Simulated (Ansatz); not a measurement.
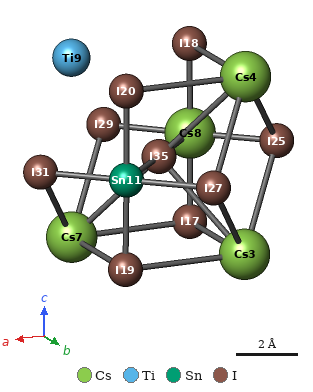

A defect cell of composition Cs8TiSn7I24, before the relaxation. The picture is a ball-and-stick view of the atoms within 5.0 Å of the atom that moves most (axes of the larger cell on standard axes (2 times the calculation's cell) (origin shifted)), seen from a free direction.

The atoms of the start lie slightly off their symmetric places, so part of the fall in energy undoes that.

Method: DFT, PBEsol, PAW, plane waves (Ansatz).

Input file:
```yaml
crystal:
  lattice:
    - [12.314462, 0.000000, 0.000000]
    - [0.000000, 12.314462, 0.000000]
    - [0.000000, 0.000000, 12.314462]
  atoms:
    - { symbol: Cs, position: [0.000777, 0.999929, 0.999642] }
    - { symbol: Cs, position: [0.001001, 0.001208, 0.502585] }
    - { symbol: Cs, position: [0.002292, 0.498498, 0.999290] }
    - { symbol: Cs, position: [0.998101, 0.502035, 0.499698] }
    - { symbol: Cs, position: [0.499871, 0.999058, 0.998709] }
    - { symbol: Cs, position: [0.502947, 0.000848, 0.499170] }
    - { symbol: Cs, position: [0.499293, 0.500745, 0.998752] }
    - { symbol: Cs, position: [0.251309, 0.249015, 0.248412] }
    - { symbol: Ti, position: [0.500325, 0.500632, 0.502659] }
    - { symbol: Sn, position: [0.249998, 0.251997, 0.749458] }
    - { symbol: Sn, position: [0.249160, 0.749830, 0.250529] }
    - { symbol: Sn, position: [0.249298, 0.751347, 0.750337] }
    - { symbol: Sn, position: [0.749449, 0.251344, 0.251474] }
    - { symbol: Sn, position: [0.749007, 0.248159, 0.752582] }
    - { symbol: Sn, position: [0.746239, 0.749636, 0.248400] }
    - { symbol: Sn, position: [0.752827, 0.751726, 0.748173] }
    - { symbol: I, position: [0.251211, 0.252227, 0.000870] }
    - { symbol: I, position: [0.253038, 0.250230, 0.500132] }
    - { symbol: I, position: [0.251929, 0.750369, 0.999249] }
    - { symbol: I, position: [0.250474, 0.747812, 0.499693] }
    - { symbol: I, position: [0.750159, 0.250902, 0.998018] }
    - { symbol: I, position: [0.749954, 0.250740, 0.499438] }
    - { symbol: I, position: [0.746691, 0.749365, 0.997000] }
    - { symbol: I, position: [0.748496, 0.750578, 0.502612] }
    - { symbol: I, position: [0.001369, 0.250453, 0.252242] }
    - { symbol: I, position: [0.000543, 0.249233, 0.749715] }
    - { symbol: I, position: [0.999145, 0.748293, 0.252749] }
    - { symbol: I, position: [0.000961, 0.750262, 0.752439] }
    - { symbol: I, position: [0.500478, 0.248133, 0.247726] }
    - { symbol: I, position: [0.501878, 0.250455, 0.745247] }
    - { symbol: I, position: [0.496917, 0.748813, 0.247902] }
    - { symbol: I, position: [0.502535, 0.751299, 0.753306] }
    - { symbol: I, position: [0.249861, 0.002960, 0.246989] }
    - { symbol: I, position: [0.249186, 0.001995, 0.751935] }
    - { symbol: I, position: [0.248818, 0.498189, 0.249470] }
    - { symbol: I, position: [0.246767, 0.499261, 0.747615] }
    - { symbol: I, position: [0.750544, 0.999412, 0.251823] }
    - { symbol: I, position: [0.749848, 0.998822, 0.750121] }
    - { symbol: I, position: [0.752641, 0.500306, 0.250580] }
    - { symbol: I, position: [0.751312, 0.498726, 0.753107] }
  symmetry: { detect: false }
kpoints:
  mp_grid: { grid: [1, 1, 1], shift: [0.25, 0.25, 0.25] }
hamiltonian:
  xc: pbesol
scf:
  occupations: { method: fermi_dirac, width: 0.01 }
relax:
  f_tol: 0.03
  max_steps: 80
  escape_saddle: false
  adjacent_minimum: "off"
output:
  forces: true
  eigenvalues: true
  populations: true
```

Run as
```bash
ansatz run in.yaml --threads 8 --pin off --max-ram 118750MiB --runs-dir r --events-out ev --progress --plain --backend cuda --devices 0, --max-vram 170GiB
```

> What does the optimiser find from here?

After 41 geometry steps the energy has fallen by 7.663 eV per cell of the calculation. The largest force component goes from 1.9 to 0.029 eV/Å. The forces were under the threshold at step 35, but the run went on from there. The atom that moves furthest is I35 (3.73 Å along [1 −1 2]). Largest moves by element: I 3.73 Å, Ti 2.39 Å, Cs 1.86 Å, Sn 0.23 Å. The cell doesn't change. Some distances before and after: Cs3–I35 4.325 → 8.627 Å, Cs8–I27 6.888 → 4.796 Å, Cs8–I19 6.894 → 4.935 Å, Cs4–I35 4.362 → 6.237 Å. New bonds form, among them: Ti9–I18 (4.33 → 2.76 Å), Ti9–I29 (4.42 → 2.77 Å), Ti9–I35 (4.39 → 2.59 Å). Bonds break, among them: Cs3–I35 (4.33 → 8.63 Å), Cs4–I35 (4.36 → 6.24 Å), Cs7–I35 (4.36 → 6.17 Å), Sn11–I35 (3.10 → 4.89 Å). Among the angles between lasting bonds that change: I25–Cs8–I29 179.3° → 115.0°, I17–Cs8–I18 178.9° → 116.1°, I25–Cs8–I35 89.1° → 127.3°. Cost: 50 s on 1 × NVIDIA GB200 with 8 threads of Arm Neoverse-V2, peak memory 2.3 GiB.

History of the run:

```tsv
step	E − E(0), meV/atom	largest force component, eV/Å
0	0.00	1.9408
1	-26.63	0.2155
2	-33.66	0.2570
3	-42.17	0.4746
4	-53.06	0.8365
5	-66.28	1.1212
6	-81.17	1.2219
7	-94.37	1.1055
8	-104.69	0.6316
9	-110.38	0.2286
10	-117.69	0.1633
12	-127.44	0.2528
13	-133.85	0.2622
15	-149.34	0.4092
17	-165.85	0.5433
18	-170.71	0.3861
20	-177.98	0.2147
21	-180.86	0.2637
23	-184.50	0.9943
25	-188.55	0.0837
26	-188.80	0.1038
28	-189.33	0.0811
30	-190.07	0.0508
31	-190.46	0.0875
33	-190.92	0.0715
34	-191.11	0.0542
36	-191.24	0.0257
38	-191.43	0.0446
39	-191.44	0.0895
41	-191.57	0.0295
```

Final geometry:

```
Cs Ti Sn I
1.0
    12.31446    0.00000    0.00000
     0.00000   12.31446    0.00000
     0.00000    0.00000   12.31446
Cs Ti Sn I
8 1 7 24
Direct
  0.97373 0.00094 0.97411
  0.99433 0.99320 0.49428
  0.97244 0.52789 0.96304
  0.95852 0.51193 0.52424
  0.48403 0.00106 0.99883
  0.50730 0.94826 0.48451
  0.51922 0.52840 0.96696
  0.25681 0.39923 0.26456
  0.48982 0.30710 0.49232
  0.24678 0.25413 0.76101
  0.24547 0.76175 0.24278
  0.24004 0.75085 0.74736
  0.76052 0.24811 0.24863
  0.74625 0.25249 0.74981
  0.75218 0.74352 0.23805
  0.73871 0.75679 0.73751
  0.31934 0.28169 0.99679
  0.28769 0.21097 0.50532
  0.24331 0.69899 0.99898
  0.23768 0.78647 0.49695
  0.74353 0.22926 0.99099
  0.70797 0.28081 0.49217
  0.75137 0.77043 0.98726
  0.74774 0.74252 0.48777
  0.99524 0.26724 0.32787
  0.98920 0.24628 0.75457
  0.00366 0.69474 0.24852
  0.98907 0.76851 0.74146
  0.50301 0.21659 0.28690
  0.49123 0.28117 0.71095
  0.50095 0.77186 0.22449
  0.48940 0.75883 0.75023
  0.21197 0.98682 0.20504
  0.24026 0.00300 0.79411
  0.46146 0.51330 0.46450
  0.21101 0.50362 0.72561
  0.78613 0.99613 0.25109
  0.72800 0.00728 0.71274
  0.73564 0.49676 0.20505
  0.74564 0.50591 0.75246
```

The end point in the same view:

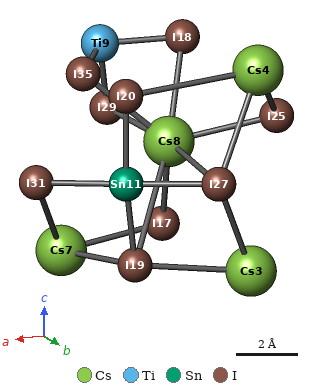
